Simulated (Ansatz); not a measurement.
## BSiNH$_{5}$F$_{3}$: geometry relaxation (part 2 of 2)

BSiNH$_{5}$F$_{3}$, SMILES F[B-](F)(F)[NH2+][SiH3]; RKS PBE0-D4/def2-TZVP (Ansatz 0.2.0). The geometry: PBE-D4/def2-SVP start.

Geometry of the input (Å):
```
F  -1.5102  -1.8324  -0.2604
B  -0.2026  -1.4665  -0.0231
F  0.0761  -1.2409  1.3262
F  0.7391  -2.2495  -0.6555
N  -0.0450  0.0680  -0.7274
Si 0.2439  1.3537  0.5555
H  -0.9041  0.2337  -1.2731
H  0.7301  0.0055  -1.4049
H  1.5639  1.0691  1.1852
H  0.3007  2.6641  -0.1798
H  -0.9264  1.3382  1.4776
```

## Trajectory as extended XYZ, continued
```
11
Properties=species:S:1:pos:R:3:forces:R:3 step=6 energy=-18273.29526
F    -1.5046   -1.8065   -0.2529    0.0064   0.0041   0.0036
B    -0.2016   -1.4592   -0.0227   -0.0024  -0.0064  -0.0031
F     0.0861   -1.2720    1.3134    0.0026   0.0018   0.0002
F     0.7142   -2.2412   -0.6706   -0.0070   0.0042   0.0020
N    -0.0352    0.0676   -0.7042   -0.0032  -0.0075  -0.0156
Si    0.2385    1.3513    0.5407    0.0009   0.0062   0.0095
H    -0.8775    0.2400   -1.2481    0.0064  -0.0014  -0.0003
H     0.7343    0.0149   -1.3676   -0.0022   0.0011   0.0051
H     1.5404    1.0807    1.1752   -0.0017   0.0015  -0.0023
H     0.2849    2.6373   -0.2012   -0.0006  -0.0027   0.0036
H    -0.9139    1.3301    1.4583    0.0009  -0.0010  -0.0029
11
Properties=species:S:1:pos:R:3:forces:R:3 step=7 energy=-18273.29547
F    -1.5131   -1.7902   -0.2374    0.0209   0.0065   0.0134
B    -0.2024   -1.4611   -0.0217   -0.0060  -0.0045  -0.0294
F     0.1056   -1.2824    1.3102    0.0021   0.0025  -0.0014
F     0.6942   -2.2516   -0.6868   -0.0166   0.0130   0.0167
N    -0.0271    0.0670   -0.7028   -0.0075  -0.0218  -0.0189
Si    0.2344    1.3546    0.5401    0.0008   0.0004   0.0141
H    -0.8646    0.2367   -1.2551    0.0115   0.0014   0.0019
H     0.7483    0.0111   -1.3592   -0.0033   0.0055   0.0100
H     1.5360    1.0933    1.1797   -0.0036   0.0007  -0.0042
H     0.2741    2.6405   -0.2020   -0.0010  -0.0016   0.0024
H    -0.9201    1.3250    1.4553    0.0027  -0.0020  -0.0044
11
Properties=species:S:1:pos:R:3:forces:R:3 step=8 energy=-18273.29544 accepted=F
F    -1.5381   -1.7400   -0.1879    0.1475   0.0245   0.0475
B    -0.2050   -1.4638   -0.0195   -0.0172  -0.0324  -0.0876
F     0.1642   -1.3058    1.2996   -0.0241  -0.0182  -0.0761
F     0.6340   -2.2824   -0.7313   -0.1017   0.0951   0.1050
N    -0.0027    0.0651   -0.7009   -0.0199  -0.0702  -0.0452
Si    0.2219    1.3616    0.5393   -0.0017  -0.0195   0.0237
H    -0.8247    0.2286   -1.2792    0.0409   0.0035   0.0184
H     0.7913    0.0009   -1.3350   -0.0225   0.0162   0.0327
H     1.5233    1.1270    1.1914   -0.0128   0.0040  -0.0115
H     0.2396    2.6478   -0.2029   -0.0008  -0.0036   0.0040
H    -0.9384    1.3040    1.4469    0.0121   0.0007  -0.0111
11
Properties=species:S:1:pos:R:3:forces:R:3 step=9 energy=-18273.29599
F    -1.5253   -1.7644   -0.2117    0.0339   0.0099   0.0205
B    -0.2043   -1.4608   -0.0210   -0.0054  -0.0056  -0.0420
F     0.1341   -1.2903    1.3044   -0.0012  -0.0004  -0.0084
F     0.6635   -2.2666   -0.7064   -0.0242   0.0193   0.0271
N    -0.0148    0.0655   -0.7034   -0.0122  -0.0273  -0.0253
Si    0.2280    1.3561    0.5403   -0.0006  -0.0042   0.0117
H    -0.8436    0.2335   -1.2695    0.0208   0.0024   0.0070
H     0.7708    0.0061   -1.3475   -0.0087   0.0084   0.0174
H     1.5309    1.1096    1.1837   -0.0066   0.0005  -0.0053
H     0.2549    2.6428   -0.2008   -0.0012  -0.0016   0.0029
H    -0.9287    1.3113    1.4522    0.0055  -0.0014  -0.0055
11
Properties=species:S:1:pos:R:3:forces:R:3 step=10 energy=-18273.29638
F    -1.5386   -1.7359   -0.1833    0.0994   0.0193   0.0334
B    -0.2059   -1.4607   -0.0203   -0.0106  -0.0295  -0.0564
F     0.1659   -1.2996    1.2980   -0.0161  -0.0117  -0.0531
F     0.6300   -2.2834   -0.7284   -0.0696   0.0654   0.0695
N    -0.0016    0.0639   -0.7038   -0.0162  -0.0445  -0.0408
Si    0.2208    1.3579    0.5401    0.0004  -0.0072   0.0182
H    -0.8207    0.2301   -1.2850    0.0348   0.0004   0.0158
H     0.7951    0.0009   -1.3344   -0.0192   0.0120   0.0281
H     1.5242    1.1266    1.1887   -0.0107   0.0018  -0.0084
H     0.2344    2.6456   -0.1998   -0.0011  -0.0045   0.0025
H    -0.9383    1.2974    1.4486    0.0088  -0.0015  -0.0088
11
Properties=species:S:1:pos:R:3:forces:R:3 step=11 energy=-18273.29684
F    -1.5451   -1.7189   -0.1662    0.1178   0.0197   0.0331
B    -0.2069   -1.4587   -0.0204   -0.0122  -0.0415  -0.0502
F     0.1832   -1.3012    1.2938   -0.0217  -0.0163  -0.0690
F     0.6110   -2.2918   -0.7382   -0.0819   0.0780   0.0798
N     0.0056    0.0626   -0.7052   -0.0142  -0.0412  -0.0474
Si    0.2165    1.3570    0.5406    0.0000  -0.0051   0.0150
H    -0.8072    0.2293   -1.2953    0.0390  -0.0024   0.0195
H     0.8091   -0.0013   -1.3273   -0.0238   0.0111   0.0308
H     1.5209    1.1343    1.1903   -0.0119   0.0031  -0.0080
H     0.2219    2.6451   -0.1988   -0.0008  -0.0050   0.0047
H    -0.9435    1.2866    1.4470    0.0097  -0.0003  -0.0082
11
Properties=species:S:1:pos:R:3:forces:R:3 step=12 energy=-18273.29791
F    -1.5645   -1.6655   -0.1116    0.1994   0.0305   0.0218
B    -0.2109   -1.4522   -0.0213   -0.0231  -0.1008  -0.0101
F     0.2361   -1.3064    1.2789   -0.0460  -0.0289  -0.1313
F     0.5491   -2.3177   -0.7669   -0.1235   0.1285   0.1153
N     0.0283    0.0571   -0.7109   -0.0103  -0.0085  -0.0691
Si    0.2026    1.3533    0.5412    0.0012   0.0031   0.0149
H    -0.7628    0.2260   -1.3299    0.0548  -0.0125   0.0352
H     0.8541   -0.0093   -1.3039   -0.0469   0.0049   0.0430
H     1.5106    1.1601    1.1933   -0.0133   0.0005  -0.0077
H     0.1808    2.6450   -0.1924   -0.0027  -0.0143  -0.0010
H    -0.9580    1.2525    1.4438    0.0104  -0.0025  -0.0111
11
Properties=species:S:1:pos:R:3:forces:R:3 step=13 energy=-18273.29895
F    -1.5660   -1.6496   -0.0948    0.1523   0.0220   0.0176
B    -0.2104   -1.4499   -0.0209   -0.0277  -0.0944  -0.0145
F     0.2532   -1.3119    1.2735   -0.0343  -0.0153  -0.1033
F     0.5307   -2.3215   -0.7766   -0.0931   0.1026   0.0921
N     0.0340    0.0570   -0.7110   -0.0002  -0.0134  -0.0373
Si    0.1991    1.3530    0.5424   -0.0075  -0.0052  -0.0152
H    -0.7520    0.2255   -1.3358    0.0358  -0.0089   0.0228
H     0.8639   -0.0103   -1.2971   -0.0280   0.0054   0.0295
H     1.5056    1.1638    1.1977   -0.0091   0.0066  -0.0015
H     0.1726    2.6414   -0.1959    0.0016  -0.0003   0.0110
H    -0.9654    1.2453    1.4389    0.0103   0.0009  -0.0011
11
Properties=species:S:1:pos:R:3:forces:R:3 step=14 energy=-18273.30116
F    -1.5752   -1.5961   -0.0375    0.0803   0.0133   0.0009
B    -0.2126   -1.4469   -0.0214   -0.0272  -0.0828   0.0125
F     0.3091   -1.3305    1.2512   -0.0135  -0.0086  -0.0451
F     0.4613   -2.3417   -0.8086   -0.0459   0.0622   0.0462
N     0.0566    0.0513   -0.7141    0.0043   0.0308   0.0174
Si    0.1841    1.3531    0.5388    0.0008  -0.0031   0.0138
H    -0.7080    0.2167   -1.3633   -0.0097   0.0025  -0.0183
H     0.9039   -0.0208   -1.2719    0.0162   0.0031  -0.0020
H     1.4869    1.1937    1.2076    0.0118  -0.0099  -0.0034
H     0.1402    2.6452   -0.1904   -0.0106  -0.0036  -0.0176
H    -0.9808    1.2188    1.4300   -0.0065  -0.0039  -0.0043
11
Properties=species:S:1:pos:R:3:forces:R:3 step=15 energy=-18273.29676 accepted=F
F    -1.5946   -1.4794    0.0810    0.4265  -0.0113  -0.0302
B    -0.2190   -1.4406   -0.0200   -0.0636  -0.1696   0.0035
F     0.4229   -1.3759    1.2066   -0.1596  -0.0608  -0.2611
F     0.3128   -2.3789   -0.8763   -0.1776   0.2937   0.2820
N     0.1071    0.0437   -0.7161   -0.0082  -0.0147  -0.0251
Si    0.1552    1.3543    0.5368   -0.0210  -0.0230  -0.0065
H    -0.6115    0.2049   -1.4192    0.0456  -0.0038   0.0288
H     0.9928   -0.0389   -1.2129   -0.0625   0.0033   0.0347
H     1.4563    1.2518    1.2221   -0.0022  -0.0061  -0.0063
H     0.0582    2.6434   -0.1930   -0.0009  -0.0120  -0.0131
H    -1.0148    1.1586    1.4114    0.0234   0.0044  -0.0067
11
Properties=species:S:1:pos:R:3:forces:R:3 step=16 energy=-18273.29674 accepted=F
F    -1.5851   -1.5603   -0.0119   -0.0216  -0.0518   0.0183
B    -0.2223   -1.4466   -0.0183    0.0075   0.1145  -0.0249
F     0.3282   -1.3452    1.2409    0.0084  -0.0299   0.0124
F     0.4190   -2.3375   -0.8301   -0.0034  -0.0720   0.0033
N     0.0611    0.0561   -0.7092    0.1955  -0.1467  -0.0741
Si    0.1844    1.3513    0.5401   -0.1825   0.1190   0.0074
H    -0.6746    0.1973   -1.3968   -0.0117   0.1096   0.0657
H     0.9330   -0.0171   -1.2283   -0.0098  -0.0489  -0.0489
H     1.4964    1.2192    1.2024   -0.0269  -0.0267  -0.0402
H     0.1021    2.6374   -0.2002    0.0239  -0.0014   0.0438
H    -0.9768    1.1883    1.4317    0.0207   0.0342   0.0372
11
Properties=species:S:1:pos:R:3:forces:R:3 step=17 energy=-18273.30207
F    -1.5782   -1.5784   -0.0215    0.0218   0.0039   0.0032
B    -0.2152   -1.4473   -0.0207   -0.0031  -0.0281   0.0150
F     0.3237   -1.3402    1.2447   -0.0067  -0.0076  -0.0217
F     0.4375   -2.3454   -0.8191   -0.0173   0.0196   0.0160
N     0.0645    0.0513   -0.7126    0.0049   0.0131   0.0048
Si    0.1794    1.3546    0.5389   -0.0002  -0.0080   0.0024
H    -0.6903    0.2152   -1.3739   -0.0041   0.0049  -0.0098
H     0.9201   -0.0236   -1.2576    0.0090   0.0037  -0.0019
H     1.4852    1.2028    1.2048    0.0018   0.0004  -0.0011
H     0.1223    2.6446   -0.1935   -0.0048  -0.0011  -0.0049
H    -0.9836    1.2094    1.4310   -0.0012  -0.0007  -0.0021
11
Properties=species:S:1:pos:R:3:forces:R:3 step=18 energy=-18273.30299
F    -1.5878   -1.5311    0.0224    0.0427   0.0056   0.0031
B    -0.2214   -1.4468   -0.0193   -0.0082  -0.0138  -0.0157
F     0.3623   -1.3663    1.2271   -0.0118   0.0039  -0.0264
F     0.3740   -2.3593   -0.8458   -0.0203   0.0261   0.0235
N     0.0863    0.0494   -0.7120    0.0148  -0.0284  -0.0199
Si    0.1680    1.3557    0.5379   -0.0120   0.0151  -0.0059
H    -0.6440    0.2123   -1.4017    0.0229  -0.0008   0.0281
H     0.9615   -0.0319   -1.2257   -0.0272   0.0009   0.0122
H     1.4788    1.2359    1.2026   -0.0111  -0.0034  -0.0041
H     0.0775    2.6427   -0.1972    0.0022  -0.0045   0.0075
H    -0.9898    1.1823    1.4323    0.0080  -0.0008  -0.0024
11
Properties=species:S:1:pos:R:3:forces:R:3 step=19 energy=-18273.30325
F    -1.5892   -1.5009    0.0527    0.0290  -0.0057   0.0021
B    -0.2228   -1.4455   -0.0192    0.0044   0.0083  -0.0095
F     0.3906   -1.3774    1.2133   -0.0132  -0.0135  -0.0126
F     0.3348   -2.3671   -0.8611   -0.0168   0.0203   0.0213
N     0.0996    0.0464   -0.7124    0.0067  -0.0009  -0.0327
Si    0.1598    1.3566    0.5354   -0.0024  -0.0041   0.0098
H    -0.6191    0.2086   -1.4143    0.0206  -0.0040   0.0198
H     0.9830   -0.0376   -1.2113   -0.0280   0.0022   0.0139
H     1.4682    1.2494    1.2068   -0.0040   0.0019  -0.0058
H     0.0576    2.6440   -0.1969    0.0006  -0.0090  -0.0005
H    -0.9971    1.1664    1.4273    0.0031   0.0045  -0.0059
11
Properties=species:S:1:pos:R:3:forces:R:3 step=20 energy=-18273.30333
F    -1.5874   -1.5001    0.0555   -0.0002   0.0011   0.0015
B    -0.2217   -1.4450   -0.0195    0.0023   0.0018  -0.0007
F     0.3934   -1.3808    1.2121   -0.0028   0.0010  -0.0016
F     0.3324   -2.3661   -0.8629    0.0018  -0.0020  -0.0032
N     0.1003    0.0462   -0.7118   -0.0029   0.0014  -0.0015
Si    0.1591    1.3560    0.5367    0.0023   0.0014  -0.0126
H    -0.6189    0.2093   -1.4122    0.0060  -0.0041   0.0047
H     0.9827   -0.0369   -1.2118   -0.0086   0.0020   0.0080
H     1.4671    1.2497    1.2084   -0.0022  -0.0013   0.0035
H     0.0592    2.6413   -0.1990    0.0001   0.0015   0.0011
H    -1.0008    1.1694    1.4250    0.0041  -0.0027   0.0007
11
Properties=species:S:1:pos:R:3:forces:R:3 step=21 energy=-18273.30335
F    -1.5874   -1.5009    0.0550   -0.0039   0.0005   0.0000
B    -0.2218   -1.4451   -0.0196    0.0013   0.0008   0.0041
F     0.3927   -1.3811    1.2122    0.0001   0.0007  -0.0007
F     0.3331   -2.3656   -0.8632    0.0022  -0.0020  -0.0040
N     0.0997    0.0464   -0.7114    0.0010   0.0000  -0.0003
Si    0.1594    1.3567    0.5358   -0.0013  -0.0004   0.0004
H    -0.6191    0.2085   -1.4123   -0.0003  -0.0002   0.0006
H     0.9821   -0.0367   -1.2109    0.0005  -0.0007   0.0002
H     1.4666    1.2493    1.2088    0.0007   0.0007  -0.0011
H     0.0595    2.6422   -0.1995    0.0004  -0.0005   0.0010
H    -0.9993    1.1692    1.4254   -0.0007   0.0011  -0.0003
```

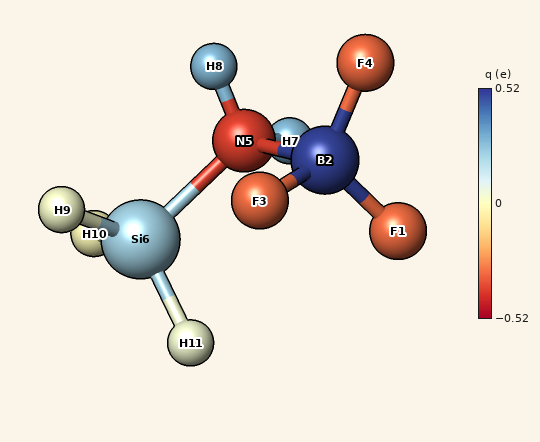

Fig. 1: Mulliken charges, as the colour of each atom (ball-and-stick view, seen at a tilt; atoms are numbered from 1 in the order of the input). By element: F −0.31, B +0.49, N −0.38, Si +0.22 and H −0.01 to +0.27 e.
